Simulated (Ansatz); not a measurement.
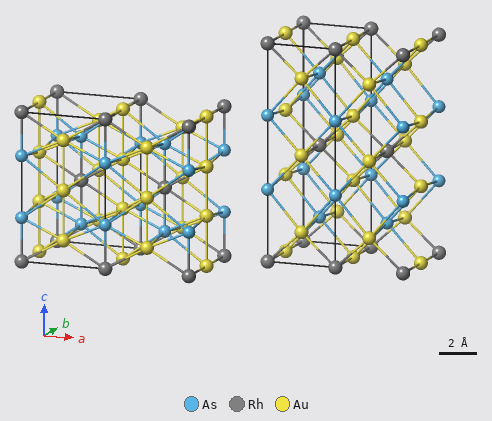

Two geometries of crystalline As2RhAu3 (built on the Li2TiO3-71 type type), drawn at one scale. One is the start of a relaxation, the other its converged end. Style: ball-and-stick. Shown: the conventional cell (2 times the calculation's cell), repeated 2 × 1 × 1 with one cell outlined, slightly off an axis. Lengths and directions refer to the drawn axes.

These are results of DFT, PBEsol, plane waves, PAW (Ansatz), not measurements. Set-up: plane-wave cutoff 420 eV; k-point mesh 6 × 6 × 6; occupations fermi dirac; smearing width 0.03 eV; no spin polarisation; cell and atoms relaxed; force threshold 0.01 eV/Å; at most 120 steps.

Which geometry has the lower energy?

The left one is the relaxed one. The largest moves relative to the cell, 0.31 Å, are those of As atoms. By element the largest moves are As 0.31 Å, Au 0.14 Å. Rh stays in place. The drawn cell changes as follows: a 3.949 → 4.875 Å (+23.5 %), b 5.342 → 5.290 Å (−1.0 %), c 12.156 → 8.328 Å (−31.5 %); the volume changes by −16.2 %. Near-neighbour distances that change, for instance: As–Rh 4.011 → 2.441 Å, Au–Au 4.283 → 2.794 Å, Au–Au 3.590 → 2.741 Å, As–Au 2.968 → 2.663 Å. New bonds form, among them: As–Rh (4.01 → 2.44 Å), Au–Au (3.59 → 2.74 Å). Among the angles between lasting bonds that change: As–Au–As 83.4° → 132.6°, Au–As–Au 83.4° → 132.6°, Au–As–Au 94.6° → 59.0°. The space group stays Immm (No. 71). The energy falls by 1.910 eV per cell of the calculation in 18 accepted moves (21 points after the start). Largest force component: 0.43 eV/Å at the start, 0.0036 eV/Å at the end. Pressure: −11.90 GPa at the start and −0.02 GPa at the end. The line search rejected the trial step at point 14 of the run. The SCF was repeated twice at an unchanged geometry on a basis and grid sized afresh for the cell, which shifted the energy by 71.2 meV per cell of the calculation at most. Cost: 3.1 min on 2 threads of Arm Neoverse V2 (shared host), peak memory 0.62 GiB.
